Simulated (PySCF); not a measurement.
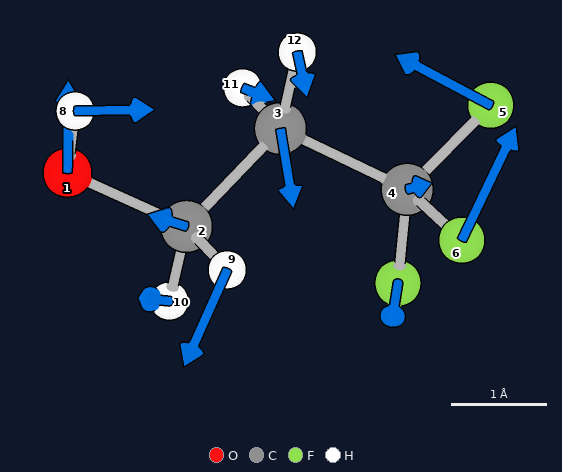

A relaxation of C₃H₅F₃O. The starting structure is drawn; blue arrows show the displacements, magnified 30 times. The two geometries are superimposed by the best rigid fit.

Style: ball-and-stick. Shown at a tilt.

The start comes from GFN2-xTB.

Method: PBE0-D3(BJ)/def2-SVP geometry optimisation, gas phase (PySCF). 

Question: What did the optimiser do to the structure, and how much energy did it gain?

Answer: The largest move after the best rigid fit is that of an F atom, 0.047 Å. By element the largest moves are F 0.047 Å, H 0.042 Å, O 0.034 Å, C 0.030 Å. Among the contacts that change: C–C 1.539 → 1.524 Å, C–H 1.093 → 1.102 Å, C–C 1.513 → 1.504 Å. Bond angles that change, for instance: C–C–C 111.1° → 113.5°. After 6 geometry steps the energy has fallen by 0.026 eV. Largest force component: 0.88 eV/Å at the start, 0.014 eV/Å at the end.
